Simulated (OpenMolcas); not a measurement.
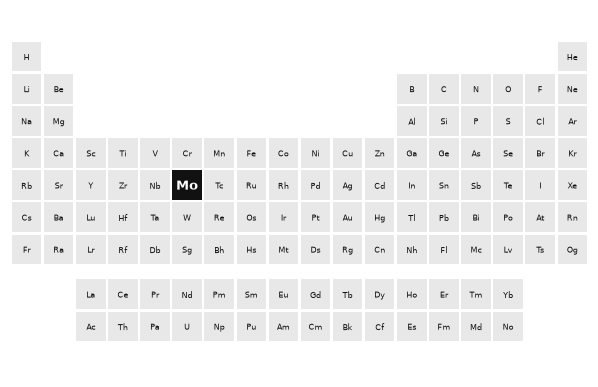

Figure 1. The place of molybdenum in the periodic table.

**Mo³⁺: multiconfigurational calculation**

- system: Mo³⁺.
- method: state-averaged MS-CASPT2, IPEA shift 0.25, imaginary shift 0.1 hartree, semicore shells correlated, active space 3 electrons in the shells 4d 5d, basis ANO-RCC-VQZP, DKH2 scalar Hamiltonian, spin-orbit coupling by RASSI with atomic mean-field integrals (OpenMolcas)

**Input**
```
&GATEWAY
Coord
1

Mo 0.0 0.0 0.0
Basis=ANO-RCC-VQZP
Group=XYZ
NoMove
AngMom=0.0 0.0 0.0
AMFI
&SEWARD
&RASSCF
FileOrb=start.orb
Symmetry=1
Spin=4
nActEl=3 0 0
Inactive=9 9
Ras2=5 0
CIRoot=10 10 1
SDav=10
CIMx=300
Iter=120 100
PrWF=0.3
OrbListing=Nothing
MaxOrb=0
Atom
>>> COPY $Project.JobIph JOBPRE
&RASSCF
FileOrb=start.orb
Symmetry=1
Spin=4
nActEl=3 0 0
Inactive=9 9
Ras2=10 0
CIRoot=10 10 1
SDav=120
CIMx=300
Iter=120 100
PrWF=0.3
OrbListing=Nothing
MaxOrb=0
Atom
>>> COPY $Project.JobIph JOB001
&RASSCF
FileOrb=start.orb
Symmetry=1
Spin=2
nActEl=3 0 0
Inactive=9 9
Ras2=10 0
CIRoot=40 40 1
SDav=330
CIMx=300
Iter=120 100
PrWF=0.3
OrbListing=Nothing
MaxOrb=0
Atom
>>> COPY $Project.JobIph JOB002
&RASSI
NrOfJobIphs=2 10 40
1 2 3 4 5 6 7 8 9 10
1 2 3 4 5 6 7 8 9 10 11 12 13 14 15 16 17 18 19 20 21 22 23 24 25 26 27
28 29 30 31 32 33 34 35 36 37 38 39 40
IphNames
JOB001
JOB002
EJob
SpinOrbit
DIPRint=1.0
SOCoupling=1000.0
Subsets=2
MEES
Property=10
'ANGMOM' 1 'ANGMOM' 2 'ANGMOM' 3 'MLTPL  1' 1 'MLTPL  1' 2 'MLTPL  1' 3
'AMFI' 1 'AMFI' 2 'AMFI' 3 'MLTPL  2' 6
SOProperty=3
'ANGMOM' 1 'ANGMOM' 2 'ANGMOM' 3
>>> COPY JOB001 $Project.JobIph
&CASPT2
Multistate=10 1 2 3 4 5 6 7 8 9 10
Frozen=28 26
IPEA=0.25
Imaginary=0.1
MaxIter=60
WThr=0.0 0.3 0.05
PrWF=0.5
NoMix
```

The file start.orb holds starting orbitals from an earlier step.

Command:
```bash
OMP_NUM_THREADS=1 MOLCAS_MEM=2252 MOLCAS_PROJECT=a pymolcas a.inp > a.log  # once for each step of the input, in one work folder
```

**Log (extracts)**
```
|       MOLCAS_SOURCE = [file]
  |    MOLCAS_STRUCTURE = 0
  |
   --------------------------------------------------------------------------------------
++ ---------   Input file   ---------
>>> COPY JOB001 $Project.JobIph
&CASPT2
Multistate=10 1 2 3 4 5 6 7 8 9 10
Frozen=28 26
IPEA=0.25
Imaginary=0.1
MaxIter=60
WThr=0.0 0.3 0.05
PrWF=0.5
NoMix
-- ----------------------------------
>>> COPY JOB001 a.JobIph
*** symbolic link created: INPORB -> a.RasOrb
--- Start Module: caspt2 at  ---
()()()()()()()()()()()()()()()()()()()()()()()()()()()()()()()()()()()()()()()()()()()()()()()()()()
                                              &CASPT2
                                   only a single process is used
                       available to each process: 2.3 GB of memory, 1 thread
()()()()()()()()()()()()()()()()()()()()()()()()()()()()()()()()()()()()()()()()()()()()()()()()()()
 ###    WARNING: User changed nr of frozen orbitals.                         ###
 ###    ERROR: Too many frozen orbitals!                                     ###
--- Stop Module: caspt2 at  /rc=_RC_INPUT_ERROR_ ---
.####################.
.# User input error #.
.####################.
```

**What the run reported**

| quantity | value |
| --- | --- |
| outcome | refused by the program |
| hardware | 1 thread of Arm Neoverse V2, 24 GiB of memory available, shared host |

**What went wrong**

One thing in this input was made wrong on purpose: too many frozen. The program refused the input; the driver noted: CASPT2 spin 4: _RC_INPUT_ERROR_.
